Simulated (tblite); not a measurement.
## Run report: C8H20N2Si3, geometry relaxation (part 1 of 3)

System: C8H20N2Si3, SMILES C=C[Si@@H](N[Si@H](C)C=C)N[Si@@H](C)C=C.
Method: GFN2-xTB geometry optimisation, gas phase (tblite 0.8.0).

The run did not end well.

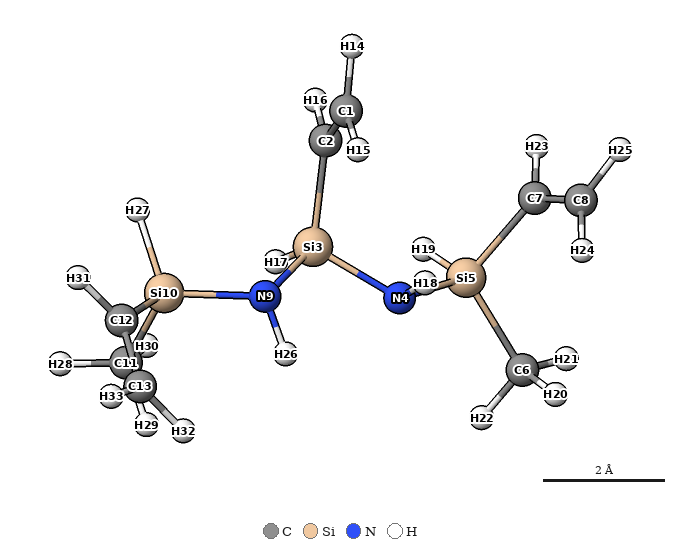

The structure as given in the input (ball-and-stick view, seen at a tilt; atoms are numbered from 1 in the order of the input). Bond lengths as drawn: C–C 1.35 Å, C–H 1.06 to 1.10 Å, C–Si 1.82 to 1.86 Å, H–N 1.01 to 1.03 Å, H–Si 1.48 Å and N–Si 1.67 to 1.69 Å.

Input:
```
{"job": {"xc": "GFN2-xTB", "basis": "xTB", "kind": "relax"}, "charge": 0, "multiplicity": 1}
C     -1.124100    -2.672600    -0.705000
C     -1.168200    -1.446600    -1.271900
Si    -0.257300     0.026600    -0.699400
N     -0.767300     0.535400     0.813300
Si    -2.292500     1.265100     0.819800
C     -2.332700     2.637300     2.061300
C     -3.557800    -0.004700     1.204200
C     -3.580200    -0.790100     2.296200
N      1.305000    -0.363800    -0.241900
Si     2.389000    -0.317200    -1.529500
C      2.868500     1.413500    -2.002000
C      3.880800    -1.264700    -0.998700
C      4.581600    -1.075100     0.135600
H     -1.705200    -3.488900    -1.126400
H     -0.531300    -2.877900     0.175400
H     -1.776300    -1.286400    -2.131300
H     -0.282800     1.168400    -1.642800
H     -0.790000    -0.300900     1.414200
H     -2.594200     1.848600    -0.511200
H     -2.109000     2.266200     3.076600
H     -3.312600     3.127800     2.091400
H     -1.585200     3.407900     1.827900
H     -4.331600    -0.089900     0.470900
H     -2.837000    -0.752700     3.070400
H     -4.381600    -1.517300     2.427800
H      1.565500     0.297200     0.481200
H      1.823600    -1.013300    -2.705500
H      3.647000     1.410500    -2.768400
H      3.265200     1.965100    -1.140000
H      2.023100     1.978900    -2.388700
H      4.184500    -2.036700    -1.698900
H      4.318800    -0.318900     0.862100
H      5.447500    -1.698900     0.345000
```

The first line tells a small driver script what to run in tblite; the rest is the geometry in Å.

Run as:
```bash
OMP_NUM_THREADS=1 python <driver script> task.json out
```

What the program printed:
```
step      E/eV     max force
  0   -1041.23550    2.251
  1   -1041.46174    1.721
  2   -1041.55873    0.600
  3   -1041.61980    0.540
  4   -1041.74062    0.813
  5   -1041.82237    0.799
  6   -1041.89689    0.601
  7   -1041.95889    0.490
  8   -1042.00944    0.578
  9   -1042.04102    0.348
 10   -1042.06171    0.294
 11   -1042.08037    0.253
 12   -1042.09411    0.232
 13   -1042.10957    0.248
 14   -1042.12454    0.255
 15   -1042.13744    0.257
 16   -1042.14749    0.215
 17   -1042.15583    0.184
 18   -1042.16349    0.159
 19   -1042.17098    0.212
 20   -1042.17791    0.216
 21   -1042.18547    0.174
 22   -1042.19305    0.169
 23   -1042.19993    0.144
 24   -1042.20611    0.204
 25   -1042.21247    0.199
 26   -1042.21851    0.167
 27   -1042.22351    0.098
 28   -1042.22614    0.102
 29   -1042.22871    0.120
 30   -1042.23193    0.131
 31   -1042.23614    0.130
 32   -1042.24055    0.121
 33   -1042.24475    0.110
 34   -1042.24817    0.085
 35   -1042.25075    0.128
 36   -1042.25235    0.136
 37   -1042.25441    0.077
 38   -1042.25678    0.080
 39   -1042.25943    0.081
 40   -1042.26194    0.101
 41   -1042.26427    0.108
 42   -1042.26630    0.118
 43   -1042.26859    0.100
 44   -1042.27043    0.079
 45   -1042.27172    0.074
 46   -1042.27276    0.070
 47   -1042.27397    0.082
 48   -1042.27535    0.083
 49   -1042.27653    0.069
 50   -1042.27729    0.150
 51   -1042.27828    0.075
 52   -1042.27950    0.065
 53   -1042.28114    0.065
 54   -1042.28301    0.092
 55   -1042.28438    0.077
 56   -1042.28587    0.093
 57   -1042.28791    0.099
 58   -1042.28960    0.263
 59   -1042.29243    0.123
 60   -1042.29466    0.088
 61   -1042.29622    0.099
 62   -1042.29738    0.053
 63   -1042.29850    0.062
 64   -1042.29929    0.118
 65   -1042.29969    0.103
 66   -1042.30054    0.073
 67   -1042.30165    0.122
 68   -1042.30329    0.125
 69   -1042.30463    0.087
 70   -1042.30619    0.062
 71   -1042.30760    0.101
 72   -1042.30959    0.091
 73   -1042.31085    0.062
 74   -1042.31189    0.063
 75   -1042.31290    0.073
 76   -1042.31443    0.145
 77   -1042.31655    0.095
 78   -1042.31879    0.322
 79   -1042.32136    0.079
 80   -1042.32427    0.076
 81   -1042.32648    0.090
 82   -1042.32810    0.099
 83   -1042.33075    0.092
 84   -1042.33314    0.110
 85   -1042.33616    0.111
 86   -1042.33972    0.111
 87   -1042.34344    0.117
 88   -1042.34702    0.093
 89   -1042.35049    0.106
 90   -1042.35306    0.172
 91   -1042.35656    0.193
 92   -1042.36022    0.180
 93   -1042.36412    0.118
 94   -1042.36661    0.104
 95   -1042.36983    0.090
 96   -1042.37258    0.074
 97   -1042.37501    0.085
 98   -1042.37633    0.111
 99   -1042.37768    0.098
100   -1042.37900    0.098
101   -1042.38186    0.130
102   -1042.38380    0.156
103   -1042.38679    0.116
104   -1042.38928    0.117
105   -1042.39179    0.107
106   -1042.39384    0.081
107   -1042.39636    0.086
108   -1042.39859    0.098
109   -1042.40018    0.081
110   -1042.40163    0.089
111   -1042.40294    0.098
112   -1042.40463    0.099
113   -1042.40645    0.112
114   -1042.40824    0.072
115   -1042.40987    0.075
116   -1042.41116    0.062
117   -1042.41225    0.073
118   -1042.41317    0.052
119   -1042.41411    0.046
120   -1042.41469    0.052
121   -1042.41571    0.054
122   -1042.41654    0.045
123   -1042.41721    0.038
124   -1042.41721    0.038
125   -1042.41742    0.033
126   -1042.41790    0.043
127   -1042.41812    0.046
128   -1042.41839    0.031
129   -1042.41862    0.033
130   -1042.41890    0.039
131   -1042.41925    0.049
132   -1042.41966    0.047
133   -1042.41998    0.030
134   -1042.42021    0.030
135   -1042.42046    0.034
136   -1042.42081    0.049
137   -1042.42127    0.058
138   -1042.42176    0.055
139   -1042.42221    0.049
140   -1042.42263    0.051
141   -1042.42311    0.053
142   -1042.42365    0.041
143   -1042.42415    0.043
144   -1042.42466    0.048
145   -1042.42520    0.047
146   -1042.42577    0.050
147   -1042.42630    0.044
148   -1042.42676    0.041
149   -1042.42712    0.048
150   -1042.42741    0.037
151   -1042.42765    0.032
152   -1042.42788    0.043
153   -1042.42814    0.039
154   -1042.42849    0.049
155   -1042.42884    0.041
156   -1042.42917    0.045
157   -1042.42955    0.049
158   -1042.43004    0.057
159   -1042.43059    0.052
160   -1042.43108    0.037
161   -1042.43145    0.031
162   -1042.43176    0.037
163   -1042.43214    0.049
164   -1042.43263    0.051
165   -1042.43318    0.041
166   -1042.43375    0.047
167   -1042.43437    0.061
168   -1042.43506    0.076
169   -1042.43546    0.109
170   -1042.43633    0.048
171   -1042.43693    0.040
172   -1042.43775    0.069
173   -1042.43834    0.081
174   -1042.43917    0.066
175   -1042.44003    0.052
176   -1042.44082    0.057
177   -1042.44158    0.065
178   -1042.44246    0.076
179   -1042.44338    0.053
180   -1042.44425    0.064
181   -1042.44527    0.055
182   -1042.44651    0.074
183   -1042.44780    0.071
184   -1042.44935    0.076
185   -1042.45070    0.071
186   -1042.44905    0.285
187   -1042.45282    0.075
188   -1042.45371    0.060
189   -1042.45604    0.071
190   -1042.45652    0.062
191   -1042.45778    0.044
192   -1042.45845    0.053
193   -1042.45930    0.046
194   -1042.46015    0.041
195   -1042.46103    0.067
196   -1042.46148    0.100
197   -1042.46240    0.078
198   -1042.46297    0.032
199   -1042.46372    0.048
200   -1042.46408    0.066
201   -1042.46454    0.061
202   -1042.46495    0.037
203   -1042.46531    0.034
204   -1042.46565    0.040
205   -1042.46613    0.060
206   -1042.46667    0.058
207   -1042.46717    0.034
208   -1042.46761    0.039
209   -1042.46807    0.047
210   -1042.46869    0.066
211   -1042.46950    0.067
212   -1042.47025    0.066
213   -1042.47075    0.062
214   -1042.47133    0.045
215   -1042.47177    0.035
216   -1042.47218    0.029
217   -1042.47253    0.032
218   -1042.47287    0.040
219   -1042.47328    0.036
220   -1042.47391    0.040
221   -1042.47469    0.052
222   -1042.47530    0.043
223   -1042.47569    0.030
224   -1042.47601    0.054
225   -1042.47635    0.038
226   -1042.47671    0.035
227   -1042.47708    0.028
228   -1042.47736    0.034
229   -1042.47775    0.042
230   -1042.47819    0.042
231   -1042.47857    0.031
232   -1042.47884    0.034
233   -1042.47910    0.046
234   -1042.47939    0.050
235   -1042.47970    0.043
236   -1042.47999    0.032
237   -1042.48024    0.025
238   -1042.48048    0.028
239   -1042.48077    0.040
240   -1042.48112    0.044
241   -1042.48147    0.052
242   -1042.48174    0.044
243   -1042.48205    0.028
244   -1042.48240    0.035
245   -1042.48270    0.039
246   -1042.48304    0.039
247   -1042.48328    0.033
248   -1042.48346    0.034
249   -1042.48365    0.032
250   -1042.48388    0.035
251   -1042.48413    0.034
252   -1042.48433    0.024
253   -1042.48448    0.025
254   -1042.48463    0.023
255   -1042.48478    0.024
256   -1042.48492    0.022
257   -1042.48500    0.013
258   -1042.48505    0.016
259   -1042.48510    0.018
260   -1042.48517    0.020
261   -1042.48524    0.021
262   -1042.48531    0.019
263   -1042.48538    0.016
264   -1042.48546    0.016
265   -1042.48554    0.016
266   -1042.48561    0.013
267   -1042.48568    0.016
268   -1042.48578    0.019
269   -1042.48590    0.021
270   -1042.48600    0.021
271   -1042.48608    0.022
272   -1042.48616    0.029
273   -1042.48627    0.025
274   -1042.48643    0.024
275   -1042.48655    0.025
276   -1042.48663    0.025
277   -1042.48673    0.028
278   -1042.48683    0.025
279   -1042.48694    0.021
280   -1042.48702    0.016
281   -1042.48709    0.014
282   -1042.48716    0.015
283   -1042.48724    0.019
284   -1042.48732    0.016
285   -1042.48740    0.018
286   -1042.48749    0.019
287   -1042.48760    0.021
288   -1042.48774    0.022
289   -1042.48788    0.023
290   -1042.48802    0.031
291   -1042.48816    0.031
292   -1042.48831    0.036
293   -1042.48854    0.033
294   -1042.48874    0.024
295   -1042.48895    0.032
296   -1042.48919    0.035
297   -1042.48945    0.032
298   -1042.48969    0.026
299   -1042.48989    0.021
300   -1042.49002    0.026
301   -1042.49014    0.030
302   -1042.49028    0.025
303   -1042.49050    0.026
304   -1042.49058    0.023
305   -1042.49070    0.019
306   -1042.49078    0.019
307   -1042.49088    0.018
308   -1042.49097    0.020
309   -1042.49107    0.021
310   -1042.49118    0.018
311   -1042.49133    0.026
312   -1042.49154    0.030
313   -1042.49177    0.027
314   -1042.49198    0.022
315   -1042.49216    0.023
316   -1042.49233    0.030
317   -1042.49251    0.038
318   -1042.49271    0.029
319   -1042.49289    0.022
320   -1042.49306    0.020
321   -1042.49320    0.026
322   -1042.49334    0.026
323   -1042.49346    0.022
324   -1042.49359    0.024
325   -1042.49373    0.030
326   -1042.49388    0.026
327   -1042.49400    0.023
328   -1042.49410    0.017
329   -1042.49420    0.026
330   -1042.49433    0.033
331   -1042.49445    0.026
332   -1042.49454    0.016
333   -1042.49462    0.015
334   -1042.49472    0.025
335   -1042.49487    0.028
336   -1042.49502    0.027
337   -1042.49515    0.026
338   -1042.49525    0.025
339   -1042.49537    0.033
340   -1042.49551    0.028
341   -1042.49564    0.017
342   -1042.49574    0.022
343   -1042.49581    0.025
344   -1042.49590    0.029
345   -1042.49602    0.022
346   -1042.49616    0.018
347   -1042.49624    0.018
348   -1042.49633    0.021
349   -1042.49643    0.023
350   -1042.49653    0.020
351   -1042.49662    0.017
352   -1042.49668    0.017
353   -1042.49674    0.020
354   -1042.49680    0.023
355   -1042.49688    0.023
356   -1042.49695    0.016
357   -1042.49699    0.014
358   -1042.49704    0.013
359   -1042.49711    0.020
360   -1042.49719    0.023
361   -1042.49726    0.016
362   -1042.49730    0.014
363   -1042.49734    0.014
364   -1042.49739    0.016
365   -1042.49743    0.016
366   -1042.49748    0.013
367   -1042.49752    0.010
368   -1042.49756    0.013
369   -1042.49763    0.015
370   -1042.49770    0.018
371   -1042.49778    0.017
372   -1042.49785    0.017
373   -1042.49793    0.020
374   -1042.49801    0.020
375   -1042.49809    0.016
376   -1042.49816    0.012
377   -1042.49822    0.013
378   -1042.49826    0.015
379   -1042.49831    0.017
380   -1042.49835    0.016
381   -1042.49841    0.014
382   -1042.49847    0.017
383   -1042.49852    0.017
384   -1042.49858    0.015
385   -1042.49864    0.016
386   -1042.49869    0.014
387   -1042.49872    0.012
388   -1042.49876    0.014
389   -1042.49880    0.016
390   -1042.49885    0.018
391   -1042.49890    0.016
392   -1042.49895    0.013
393   -1042.49900    0.014
394   -1042.49905    0.013
395   -1042.49912    0.016
396   -1042.49918    0.020
397   -1042.49925    0.017
398   -1042.49932    0.015
399   -1042.49939    0.016
400   -1042.49946    0.022
401   -1042.49955    0.026
402   -1042.49964    0.028
403   -1042.49975    0.021
404   -1042.49982    0.019
405   -1042.49988    0.012
406   -1042.49992    0.013
407   -1042.49997    0.015
408   -1042.50003    0.019
409   -1042.50008    0.018
410   -1042.50013    0.013
411   -1042.50019    0.015
412   -1042.50026    0.019
413   -1042.50032    0.024
414   -1042.50038    0.017
415   -1042.50042    0.010
416   -1042.50045    0.013
417   -1042.50049    0.020
418   -1042.50054    0.024
419   -1042.50060    0.021
420   -1042.50068    0.015
421   -1042.50076    0.021
422   -1042.50084    0.022
423   -1042.50093    0.024
424   -1042.50100    0.020
425   -1042.50106    0.015
426   -1042.50113    0.019
427   -1042.50121    0.024
428   -1042.50130    0.026
429   -1042.50138    0.025
430   -1042.50149    0.020
431   -1042.50166    0.030
432   -1042.50176    0.028
433   -1042.50188    0.016
434   -1042.50195    0.017
435   -1042.50203    0.017
436   -1042.50212    0.023
437   -1042.50221    0.017
438   -1042.50228    0.015
439   -1042.50233    0.015
440   -1042.50240    0.023
441   -1042.50249    0.027
442   -1042.50257    0.019
443   -1042.50263    0.016
444   -1042.50268    0.013
445   -1042.50272    0.018
446   -1042.50279    0.019
447   -1042.50285    0.013
448   -1042.50290    0.014
449   -1042.50295    0.016
450   -1042.50301    0.024
451   -1042.50310    0.026
452   -1042.50320    0.020
453   -1042.50329    0.020
454   -1042.50338    0.023
455   -1042.50348    0.022
456   -1042.50360    0.024
457   -1042.50371    0.021
458   -1042.50381    0.028
459   -1042.50391    0.027
460   -1042.50402    0.022
461   -1042.50413    0.021
462   -1042.50422    0.020
463   -1042.50428    0.023
464   -1042.50435    0.020
465   -1042.50441    0.019
466   -1042.50447    0.014
467   -1042.50452    0.015
468   -1042.50457    0.017
469   -1042.50463    0.019
470   -1042.50471    0.018
471   -1042.50478    0.020
472   -1042.50486    0.019
473   -1042.50493    0.026
474   -1042.50503    0.024
475   -1042.50514    0.031
476   -1042.50527    0.031
477   -1042.50541    0.031
478   -1042.50558    0.039
479   -1042.50576    0.044
480   -1042.50599    0.055
481   -1042.50625    0.043
482   -1042.50654    0.036
483   -1042.50675    0.040
484   -1042.50707    0.060
485   -1042.50735    0.078
486   -1042.50794    0.064
487   -1042.50864    0.050
488   -1042.50910    0.041
489   -1042.50936    0.034
490   -1042.50968    0.037
491   -1042.50998    0.037
492   -1042.51016    0.039
```
